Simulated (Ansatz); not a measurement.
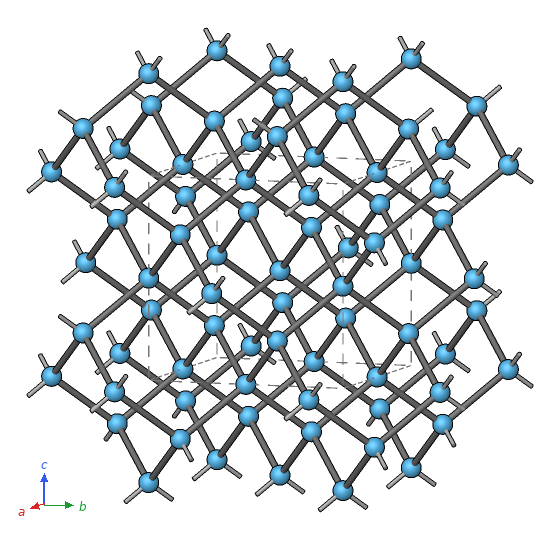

A cut-out of a periodic net derived from a crystal structure. Nodes are coloured by topological kind. Short stubs are edges that leave the cut-out.

Classify the net: periodicity, connectivity, name.

Answer. A uninodal 4-connected, three-periodic net. It is the dia net, known from diamond, zinc blende and cristobalite.

Give point symbol and coordination sequence.

Answer. 6⁶, sequence 4, 12, 24, 42, 64.

Where the net comes from. Ge (space group Fd-3m, No. 227). Coordinates: the geometry relaxed with DFT, PBE, PAW with Ansatz's default frozen-core files, scalar-relativistic in Ansatz. Bonds are taken as Ge–Ge below 2.8 Å. Simplification: prune 0- and 1-connected atoms, fold 2-connected ones into links. Ge is a 4-connected node.
